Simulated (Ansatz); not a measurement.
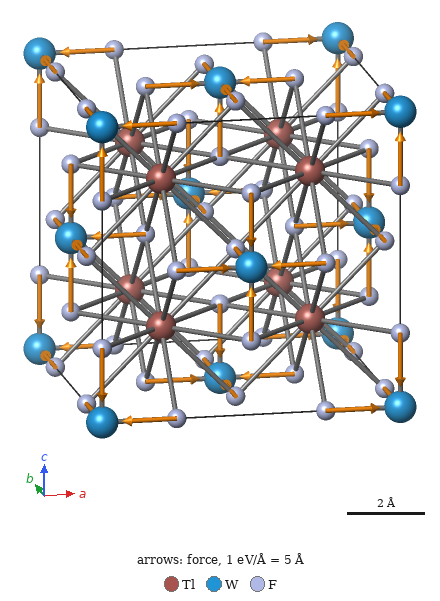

Starting geometry of solid Tl2WF6 (a generated structure, set up in Fm-3m) (coarse preliminary run) with the computed forces as orange arrows. The picture is a ball-and-stick view of the conventional cell (4 times the calculation's cell), seen slightly off an axis. Lengths and directions refer to the drawn axes.

Level of theory: Ansatz, DFT PBE, scalar-relativistic, plane waves, PAW. Settings: plane-wave cutoff 420 eV; k-point mesh 4 × 4 × 4; occupations gaussian; smearing width 0.1 eV; collinear spin; cell and atoms relaxed; force threshold 0.04 eV/Å; at most 70 steps.

> What follows when this structure is relaxed?

It isn't relaxed: the largest force vector, on F atoms, is 0.29 eV/Å. The atoms end up moving mostly along the starting forces (cosine between the two patterns 1.00). The largest moves relative to the cell, 0.24 Å, are those of F atoms. Tl and W stay in place. Cell: a = b = c 7.916 → 8.889 Å (+12.3 %). Volume +41.6 %. Near-neighbour distances that change, for instance: F–Tl 2.799 → 3.152 Å, F–W 1.979 → 1.984 Å. The space group stays Fm-3m (No. 225). The energy falls by 197 meV per atom in 6 accepted moves (9 points after the start). The largest force component goes from 0.29 to 0.009 eV/Å. Pressure: 14.21 GPa at the start and 0.35 GPa at the end. At 3 points the geometry stayed and the basis and grid were re-selected for the new cell (energy shift of 37.5 meV per atom at most each time). Cost: 100 s on 1 thread of Arm Neoverse V1, with other jobs on the host, peak memory 0.52 GiB.
